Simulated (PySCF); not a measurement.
H₄BClO₂Si, SMILES OB(O)[SiH2]Cl at its CAM-B3LYP/def2-SVP optimised geometry (Å):

```
9

O     -0.0245    -1.8878    -0.0004
B      0.6557    -0.7171     0.0000
O      2.0073    -0.7171     0.0000
Si    -0.3616     1.0374     0.0000
Cl    -2.3744     0.4203     0.0135
H     -0.9845    -1.7628     0.0011
H      2.3744    -1.6129    -0.0009
H     -0.1613     1.8779    -1.2098
H     -0.1468     1.8878     1.2003
```

Computed with PySCF with CAM-B3LYP/def2-TZVP. Cells within 0.4 Å of a nucleus heavier than hydrogen are left out (blank, or x).

Map of the log10 of the electron density (e/bohr³), floored at −4 on the plane z = 0.0 Å:

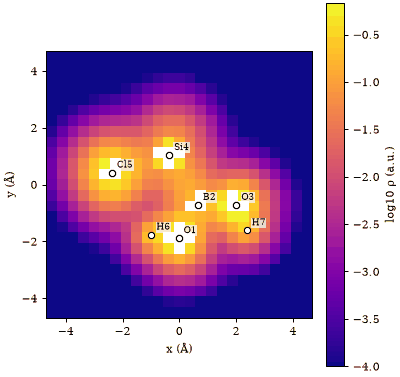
Figure. Log10 of the electron density (e/bohr³), floored at −4 on the plane z = 0.0 Å.
